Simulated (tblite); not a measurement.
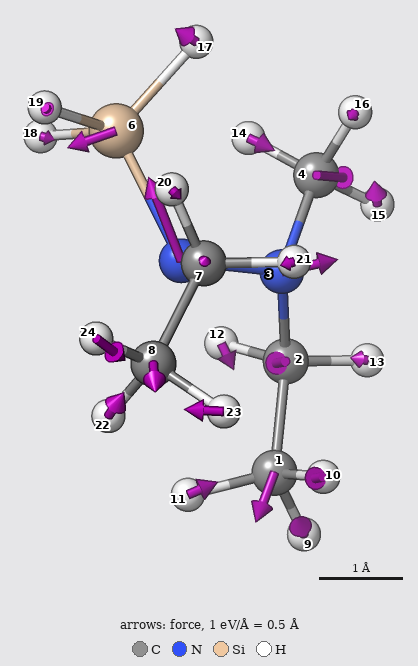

Starting geometry of C5H16N2Si with the computed forces as purple arrows. A ball-and-stick model, seen from a free direction.

The calculation used tblite 0.8.0, GFN2-xTB geometry optimisation, gas phase. 

Question: Is this structure relaxed? If not, where do the atoms go?

Answer: It isn't relaxed: the largest force vector, on an N atom, is 2.32 eV/Å. The final displacements have little in common with the starting forces (cosine between the two patterns 0.17). After 250 geometry steps the energy has fallen by 145.7 kJ/mol. The atom that moves furthest after the best rigid fit is an H atom (1.61 Å). By element the largest moves are H 1.61 Å, C 0.84 Å, Si 0.66 Å, N 0.27 Å. Some distances before and after: C–Si 2.713 → 3.264 Å, N–Si 1.792 → 1.726 Å, C–H 1.127 → 1.088 Å, C–C 1.499 → 1.521 Å. Among the angles between lasting bonds that change: Si–N–C 105.2° → 120.3°, N–N–Si 113.1° → 124.7°, H–Si–H 104.8° → 111.3°. Groups turn about C–C by about 60°, C–N by about 30°. The run took 2.2 s on 1 thread of Arm Neoverse V1 (shared host).
